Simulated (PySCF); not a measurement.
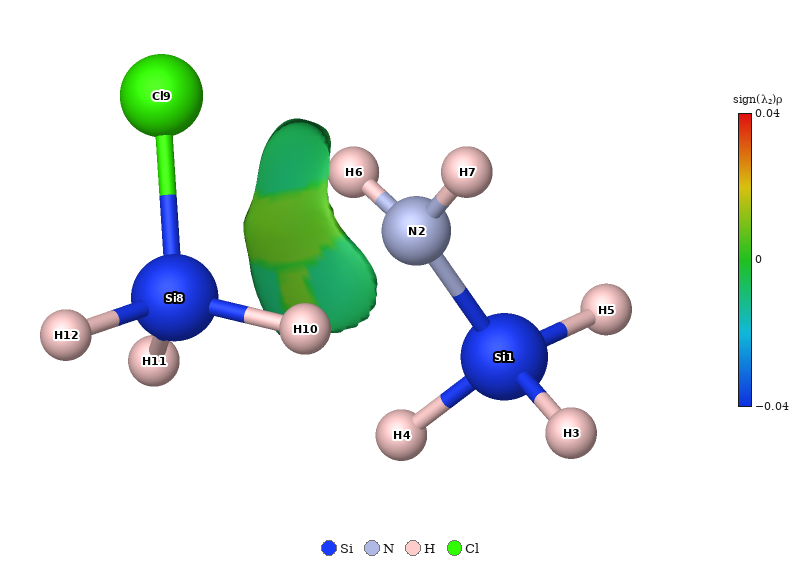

*ClH₈NSi₂, SMILES `[SiH3]N.[SiH3]Cl`. Non-covalent interaction surfaces between the fragments (reduced density gradient s = 0.6, coloured by sign(λ₂)ρ in a.u.; trimmed to the region between the fragments where ρ is under 0.06 a.u.). Fragment A: SiH5N (atoms 1–7); fragment B: SiH3Cl.*

Method: HF/def2-TZVP; geometry: GFN2-xTB; program: PySCF. GFN2-xTB bond lengths at metals and heavier atoms can be off by up to 0.1 Å and shapes distorted, which carries into these values.

Which interactions hold the two fragments together?

Bond critical points between the fragments: N2···H11, 2.99 Å, ρ = 0.009 a.u., a bond path close to vanishing (ellipticity 2.6); N2···H10, 2.99 Å, ρ = 0.009 a.u., a bond path close to vanishing (ellipticity 4.7); N2···Cl9, 3.37 Å, ρ = 0.008 a.u., a bond path close to vanishing (ellipticity 1.9). All are weak and appear green (van der Waals range). Several contacts close a ring, whose ring point adds a part with positive λ₂ between them. The pose is a local one from a semi-empirical search, not shown to be the most stable.

How strongly are they bound?

The counterpoise-corrected interaction energy of the frozen fragments is +0.5 kcal/mol without dispersion correction and −3.9 kcal/mol with D3(BJ). The pair geometry is semi-empirical, not a minimum at this level.

Cost of the run: 10 s on 1 thread of Arm Neoverse V1 (shared host), peak memory 0.44 GiB.
